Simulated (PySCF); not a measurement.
# [Bi(SH)2]+: forces at shaken geometries

Aim: move all atoms of relaxed [Bi(SH)2]+ at random and read energies and forces. The structure is generated, not taken from experiment.

The runs use PySCF 2.14.0; BP86, Bi def2-SVP with ECP60, S def2-SVP, H def2-SVP; scalar-relativistic core potentials, no spin–orbit coupling.

3 further runs of the same task are left out: 2 for a known fault of the program, 1 that didn't finish. Runs told in other sessions of the task aren't counted.

## Step 1: Where the work starts

5 atoms, charge 1, spin multiplicity 1.

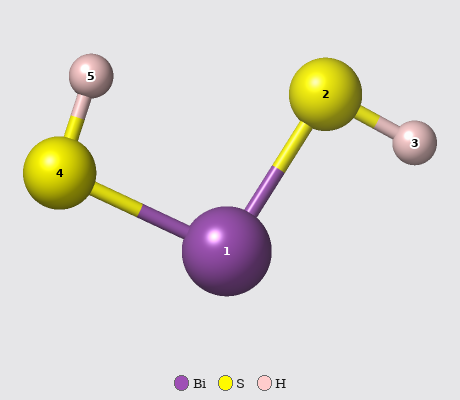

The structure; bismuth purple, sulfur yellow, hydrogen pink; atoms are numbered from 1 in the order of the file.

As a file:

```xyz
5
charge 1, multiplicity 1
Bi    0.0000    1.3929   -0.3567
S     0.0000   -0.3732    1.4091
H     0.0000    0.5278    2.4427
S     0.0000   -0.1303   -2.3330
H     0.0000   -1.3087   -1.6332
```

Formal oxidation states: Bi +3. An earlier session relaxed this geometry at BP86, Bi def2-SVP with ECP60, S def2-SVP, H def2-SVP (singlet, point group Cs).

Its energy there is -1011.989727 Eh.

## Step 2: Atoms moved at random, σ = 0.06 Å

File run.py (the lines that set the calculation):

```python
mol = gto.M(atom='''
Bi    -0.01209     1.36972    -0.33891
S      0.03208    -0.37133     1.37296
H     -0.03383     0.54920     2.48467
S      0.01408    -0.10400    -2.37276
H     -0.00025    -1.33515    -1.61702''',
    basis={'Bi': 'def2-SVP', 'S': 'def2-SVP', 'H': 'def2-SVP'},
    ecp={'Bi': 'def2-SVP'},
    charge=1, spin=0)
mf = dft.RKS(mol, xc='B88,P86')
mf.grids.atom_grid = (50, 194)
mf = mf.density_fit()  # fitting sets: Bi def2-universal-JKFIT, S def2-universal-JKFIT, H def2-universal-JKFIT
mf.conv_tol = 1e-08; mf.max_cycle = 55
mf.kernel(dm0)  # dm0: the density of the relaxed state
```

Command:

```sh
$ OMP_NUM_THREADS=2 python run.py
```

The program printed:

```text
init E= -1011.94135953715
  HOMO = -0.448596772734669  LUMO = -0.368024629043809  gap/eV = 2.19248
cycle= 1 E= -1011.98311141334  delta_E= -0.0418  |g|= 0.0585  |ddm|= 0.177
  HOMO = -0.423402597423712  LUMO = -0.356789586161412  gap/eV = 1.81263
cycle= 2 E= -1011.96791607166  delta_E= 0.0152  |g|= 0.195  |ddm|= 0.364
  HOMO = -0.432766348868997  LUMO = -0.354383188060091  gap/eV = 2.13291
cycle= 3 E= -1011.9838857664  delta_E= -0.016  |g|= 0.0395  |ddm|= 0.331
  HOMO = -0.43258586304715  LUMO = -0.354782596689446  gap/eV = 2.11713
cycle= 4 E= -1011.98432302194  delta_E= -0.000437  |g|= 0.0225  |ddm|= 0.0845
  HOMO = -0.432531813210403  LUMO = -0.355364630801333  gap/eV = 2.09983
cycle= 5 E= -1011.98454538666  delta_E= -0.000222  |g|= 0.00283  |ddm|= 0.0369
  HOMO = -0.4328002244515  LUMO = -0.355616441187124  gap/eV = 2.10028
cycle= 6 E= -1011.98454762236  delta_E= -2.24e-06  |g|= 0.00113  |ddm|= 0.00425
  HOMO = -0.432786358425254  LUMO = -0.355563494587678  gap/eV = 2.10134
cycle= 7 E= -1011.98454816875  delta_E= -5.46e-07  |g|= 0.000234  |ddm|= 0.00167
  HOMO = -0.432802666513681  LUMO = -0.355562025426842  gap/eV = 2.10182
cycle= 8 E= -1011.98454848147  delta_E= -3.13e-07  |g|= 4.74e-05  |ddm|= 0.000326
  HOMO = -0.432804861256381  LUMO = -0.355560943246161  gap/eV = 2.10191
cycle= 9 E= -1011.98454848254  delta_E= -1.07e-09  |g|= 6.03e-06  |ddm|= 8.27e-05
  HOMO = -0.432804980630991  LUMO = -0.355561920278504  gap/eV = 2.10189
Extra cycle  E= -1011.9845484825  delta_E= 4.39e-11  |g|= 1.2e-05  |ddm|= 2.56e-05
converged SCF energy = -1011.9845484825
```

Wall time 1.7 s (2 threads of Arm Neoverse V2, shared host).

Result: E = -1011.984548 Eh (+0.141 eV from the relaxed state), HOMO -11.78 eV, LUMO -9.68 eV, Mulliken charge on Bi1 +0.80 e, largest force component 1.579 eV/Å. 

```csv
atom,Fx,Fy,Fz (eV/Å)
Bi1,-0.015,0.558,-0.636
S2,-0.067,0.329,1.579
H3,0.077,-0.891,-1.124
S4,-0.019,-1.188,1.027
H5,0.025,1.192,-0.846
```

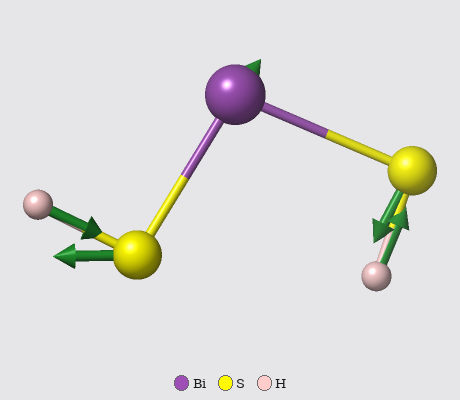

Forces as arrows, the longest for the largest force.

## Step 3: Atoms moved at random, σ = 0.06 Å

File run.py (the lines that set the calculation):

```python
mol = gto.M(atom='''
Bi     0.09170     1.36407    -0.29573
S      0.01321    -0.44140     1.32877
H     -0.01588     0.61445     2.41050
S     -0.04910    -0.08187    -2.31757
H     -0.03994    -1.34681    -1.59701''',
    basis={'Bi': 'def2-SVP', 'S': 'def2-SVP', 'H': 'def2-SVP'},
    ecp={'Bi': 'def2-SVP'},
    charge=1, spin=0)
mf = dft.RKS(mol, xc='B88,P86')
mf.grids.atom_grid = (50, 194)
mf = mf.density_fit()  # fitting sets: Bi def2-universal-JKFIT, S def2-universal-JKFIT, H def2-universal-JKFIT
mf.conv_tol = 1e-08; mf.max_cycle = 55
mf.kernel(dm0)  # dm0: the density of the relaxed state
```

Command:

```sh
$ OMP_NUM_THREADS=2 python run.py
```

The program printed:

```text
init E= -1011.9125696469
  HOMO = -0.456416286763005  LUMO = -0.374576537237537  gap/eV = 2.22697
cycle= 1 E= -1011.97506404958  delta_E= -0.0625  |g|= 0.0853  |ddm|= 0.296
  HOMO = -0.424372640572846  LUMO = -0.356681209267158  gap/eV = 1.84198
cycle= 2 E= -1011.96289965224  delta_E= 0.0122  |g|= 0.189  |ddm|= 0.364
  HOMO = -0.433684125069666  LUMO = -0.352356353772649  gap/eV = 2.21304
cycle= 3 E= -1011.97614348843  delta_E= -0.0132  |g|= 0.0666  |ddm|= 0.342
  HOMO = -0.43238916884593  LUMO = -0.353976054061057  gap/eV = 2.13373
cycle= 4 E= -1011.97789242578  delta_E= -0.00175  |g|= 0.00935  |ddm|= 0.095
  HOMO = -0.432573839248497  LUMO = -0.354744342702908  gap/eV = 2.11785
cycle= 5 E= -1011.97789946491  delta_E= -7.04e-06  |g|= 0.00759  |ddm|= 0.0241
  HOMO = -0.433010936586359  LUMO = -0.354867147807965  gap/eV = 2.12640
cycle= 6 E= -1011.97792466465  delta_E= -2.52e-05  |g|= 0.00191  |ddm|= 0.0149
  HOMO = -0.432930740390205  LUMO = -0.354838014715469  gap/eV = 2.12501
cycle= 7 E= -1011.97792616485  delta_E= -1.5e-06  |g|= 0.000418  |ddm|= 0.00286
  HOMO = -0.432949166113379  LUMO = -0.354833168624424  gap/eV = 2.12564
cycle= 8 E= -1011.97792624011  delta_E= -7.53e-08  |g|= 8.51e-05  |ddm|= 0.000588
  HOMO = -0.432951943776055  LUMO = -0.35483265550841  gap/eV = 2.12573
cycle= 9 E= -1011.97792624342  delta_E= -3.31e-09  |g|= 1.56e-05  |ddm|= 0.000158
  HOMO = -0.432952278455737  LUMO = -0.354831914530813  gap/eV = 2.12576
Extra cycle  E= -1011.97792624282  delta_E= 5.98e-10  |g|= 3.8e-05  |ddm|= 9.1e-05
converged SCF energy = -1011.97792624282
```

Wall time 1.7 s (2 threads of Arm Neoverse V2, shared host).

It gives: E = -1011.977926 Eh (+0.321 eV from the relaxed state), HOMO -11.78 eV, LUMO -9.66 eV, Mulliken charge on Bi1 +0.79 e, largest force component 2.317 eV/Å. 

```csv
atom,Fx,Fy,Fz (eV/Å)
Bi1,-0.008,0.579,-0.692
S2,-0.084,1.269,2.317
H3,0.074,-1.819,-1.465
S4,0.061,-1.440,0.685
H5,-0.043,1.412,-0.846
```

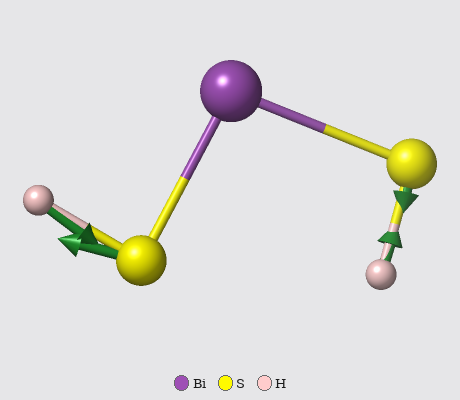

Forces as arrows, the longest for the largest force.

## Step 4: Atoms moved at random, σ = 0.06 Å

File run.py (the lines that set the calculation):

```python
mol = gto.M(atom='''
Bi    -0.09336     1.32392    -0.33944
S     -0.04602    -0.43250     1.37161
H      0.13631     0.58572     2.47463
S     -0.00669    -0.11223    -2.41335
H      0.00976    -1.25646    -1.56449''',
    basis={'Bi': 'def2-SVP', 'S': 'def2-SVP', 'H': 'def2-SVP'},
    ecp={'Bi': 'def2-SVP'},
    charge=1, spin=0)
mf = dft.RKS(mol, xc='B88,P86')
mf.grids.atom_grid = (50, 194)
mf = mf.density_fit()  # fitting sets: Bi def2-universal-JKFIT, S def2-universal-JKFIT, H def2-universal-JKFIT
mf.conv_tol = 1e-08; mf.max_cycle = 55
mf.kernel(dm0)  # dm0: the density of the relaxed state
```

Command:

```sh
$ OMP_NUM_THREADS=2 python run.py
```

The program printed:

```text
init E= -1011.90387966482
  HOMO = -0.458665197900893  LUMO = -0.379614769480057  gap/eV = 2.15107
cycle= 1 E= -1011.97622556727  delta_E= -0.0723  |g|= 0.0887  |ddm|= 0.333
  HOMO = -0.424321543465633  LUMO = -0.356802231126657  gap/eV = 1.83729
cycle= 2 E= -1011.95018963768  delta_E= 0.026  |g|= 0.26  |ddm|= 0.486
  HOMO = -0.430789646174811  LUMO = -0.354565514563411  gap/eV = 2.07416
cycle= 3 E= -1011.97738137885  delta_E= -0.0272  |g|= 0.0687  |ddm|= 0.465
  HOMO = -0.433474138802695  LUMO = -0.355463107232808  gap/eV = 2.12279
cycle= 4 E= -1011.97899882872  delta_E= -0.00162  |g|= 0.0299  |ddm|= 0.131
  HOMO = -0.432250563030886  LUMO = -0.356530110047608  gap/eV = 2.06046
cycle= 5 E= -1011.97936526045  delta_E= -0.000366  |g|= 0.00838  |ddm|= 0.0567
  HOMO = -0.43303774355044  LUMO = -0.35693896582849  gap/eV = 2.07075
cycle= 6 E= -1011.97939243509  delta_E= -2.72e-05  |g|= 0.00248  |ddm|= 0.0144
  HOMO = -0.432897527882656  LUMO = -0.356809302819094  gap/eV = 2.07047
cycle= 7 E= -1011.97939503921  delta_E= -2.6e-06  |g|= 0.000645  |ddm|= 0.00373
  HOMO = -0.432919386539034  LUMO = -0.356799826977017  gap/eV = 2.07132
cycle= 8 E= -1011.97939522002  delta_E= -1.81e-07  |g|= 0.000131  |ddm|= 0.000883
  HOMO = -0.43292319209392  LUMO = -0.356799608361833  gap/eV = 2.07143
cycle= 9 E= -1011.97939522806  delta_E= -8.04e-09  |g|= 2e-05  |ddm|= 0.000232
  HOMO = -0.43292566279628  LUMO = -0.356798334595673  gap/eV = 2.07153
Extra cycle  E= -1011.97939522671  delta_E= 1.35e-09  |g|= 5.73e-05  |ddm|= 0.000119
converged SCF energy = -1011.97939522671
```

Run time: 1.6 s. Hardware: 2 threads of Arm Neoverse V2, shared host.

Read off: E = -1011.979395 Eh (+0.281 eV from the relaxed state), HOMO -11.78 eV, LUMO -9.71 eV, Mulliken charge on Bi1 +0.79 e, largest force component 2.049 eV/Å. 

```csv
atom,Fx,Fy,Fz (eV/Å)
Bi1,0.039,0.551,-0.699
S2,0.344,1.142,2.049
H3,-0.342,-1.605,-1.651
S4,-0.061,-0.818,1.229
H5,0.021,0.729,-0.928
```

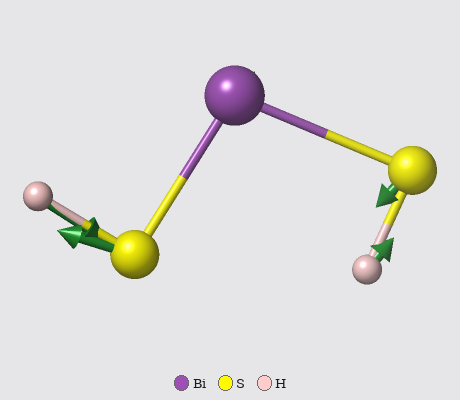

Forces as arrows, the longest for the largest force.

## Step 5: The displacements side by side

| σ (Å) | energy rise (eV) | harmonic estimate −½ F·u (eV) | largest force component (eV/Å) |
| --- | --- | --- | --- |
| 0.06 | 0.141 | 0.135 | 1.58 |
| 0.06 | 0.321 | 0.295 | 2.32 |
| 0.06 | 0.281 | 0.273 | 2.05 |

Every displacement raises the energy. For a harmonic well the rise equals −½ F·u; the two differ by at most 8 % here (a move with σ = 0.06 Å), from anharmonicity, the grid and the small forces left at the relaxed point. The bases are small and lack diffuse functions. Spin–orbit coupling is left out.
